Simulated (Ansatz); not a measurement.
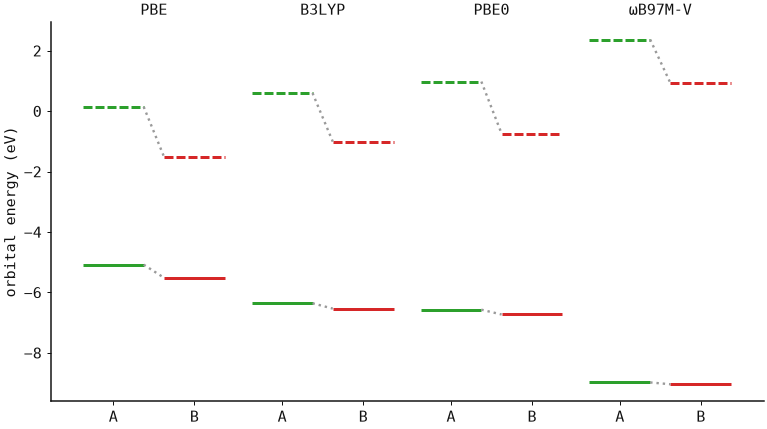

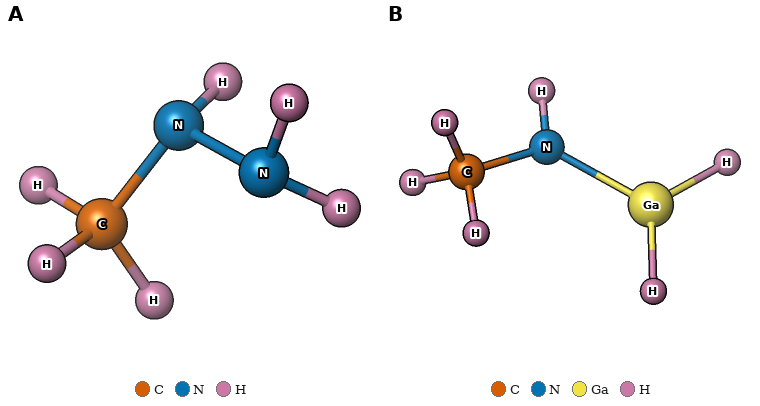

One change: A, CH₆N₂ (SMILES CNN), becomes B, CH₆GaN (SMILES C[NH][GaH2]). NH₂ on N is replaced by GaH₂. HOMO (solid) and LUMO (dashed) computed in def2-TZVPP at PBE0-D4/def2-TZVP geometries, both minima by their frequencies, gas phase, the Ansatz code 0.2.0. Empty levels above zero depend strongly on the basis.

What does the change do to HOMO and LUMO?

PBE: the HOMO falls by 0.43 eV, the LUMO falls by 1.65 eV, and the separation goes from 5.23 to 4.01 eV. B3LYP: the HOMO falls by 0.18 eV, the LUMO falls by 1.61 eV, and the separation goes from 6.96 to 5.53 eV. PBE0: the HOMO falls by 0.16 eV, the LUMO falls by 1.72 eV, and the separation goes from 7.55 to 5.99 eV. ωB97M-V: the HOMO falls by 0.06 eV, the LUMO falls by 1.44 eV, and the separation goes from 11.35 to 9.97 eV.

Do the functionals agree on the effect?

They agree on the direction for both levels; the HOMO shift lies between −0.43 and −0.06 eV and the LUMO shift between −1.72 and −1.44 eV, while the separations themselves differ by up to 6.1 eV between functionals.
